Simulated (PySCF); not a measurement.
C5H7FGeO (SMILES O=C1[CH2][GeH2][CH]=C(F)C1)

| atom | x (Å) | y (Å) | z (Å) |
| --- | --- | --- | --- |
| O | -0.0057 | -1.7549 | -1.6521 |
| C | -0.0550 | -1.2658 | -0.5513 |
| C | -1.3206 | -0.8397 | 0.0993 |
| Ge | -1.2896 | 1.1195 | -0.2543 |
| C | 0.5573 | 1.5309 | 0.1534 |
| C | 1.4273 | 0.5461 | 0.3244 |
| F | 2.7148 | 0.8415 | 0.6271 |
| C | 1.2070 | -0.9319 | 0.2271 |
| H | -2.1778 | -1.3340 | -0.3510 |
| H | -1.3086 | -1.0091 | 1.1739 |
| H | -2.2427 | 1.8527 | 0.6508 |
| H | -1.6470 | 1.4344 | -1.6755 |
| H | 0.9110 | 2.5456 | 0.2579 |
| H | 2.0682 | -1.3706 | -0.2855 |
| H | 1.1570 | -1.3568 | 1.2338 |

Geometry: GFN2-xTB.

These are results of PySCF, wB97X-D/def2-SVPD, SCF density, gas phase, not measurements.

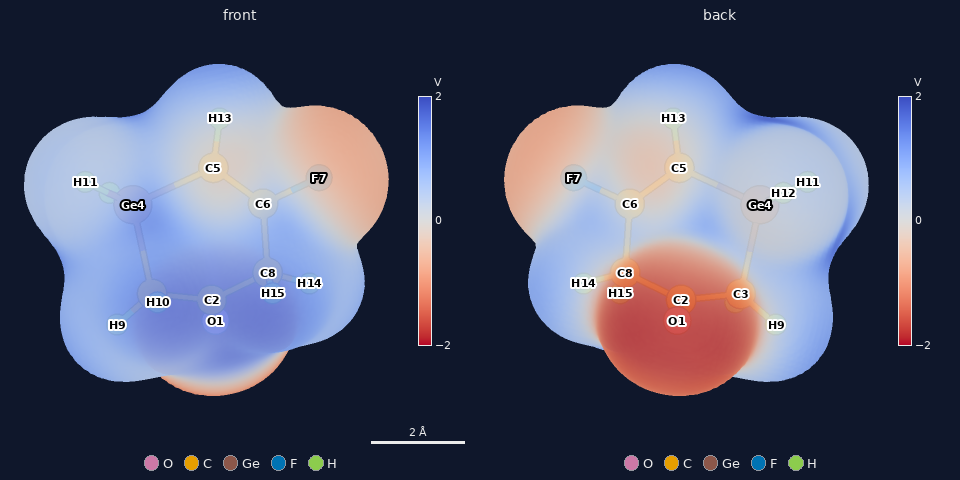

Figure 1. The molecular electrostatic potential painted on the density surface at 0.002 e/bohr³, seen from the front and from behind; the colour scale runs from red (negative) to blue (positive).

Which sites attract a positive test charge, and which a negative one?

A positive charge is drawn to the negative regions and a negative charge to the positive ones. The most negative region (about −1.7 V) lies over O1, the most positive (about +1.5 V) over Ge4. O1 is the likeliest acceptor of a hydrogen bond.

How polar is the molecule by this calculation?

Its dipole moment is 3.00 D.

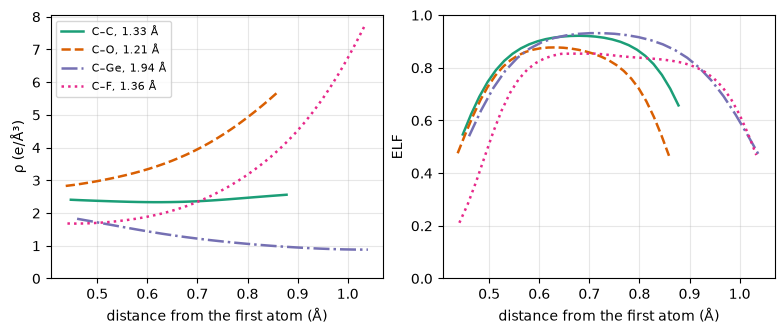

Figure 2. Electron density and electron localisation function along straight lines between neighbouring atoms. The curves leave out the atomic cores.

Compare the contacts.

C–C (1.33 Å): ρ at the midpoint is about 2.3 e/Å³; the ELF peaks at about 0.90 between the atoms: a short, multiple covalent bond.
C–O (1.21 Å): the density is about 3.4 e/Å³ at the midpoint; the ELF peaks at about 0.90 between the atoms (a multiple bond).
C–Ge (1.94 Å): ρ is about 0.9 e/Å³ halfway; the ELF peaks at about 0.95 in the valence shell of C, 0.7 Å from its nucleus, and is about 0.70 at the midpoint.
C–F (1.36 Å): the density is about 2.2 e/Å³ at the midpoint, with its minimum of 1.7 e/Å³ about 0.5 Å from C; the ELF peaks at about 0.85 between the atoms (a shared but strongly polarised pair).
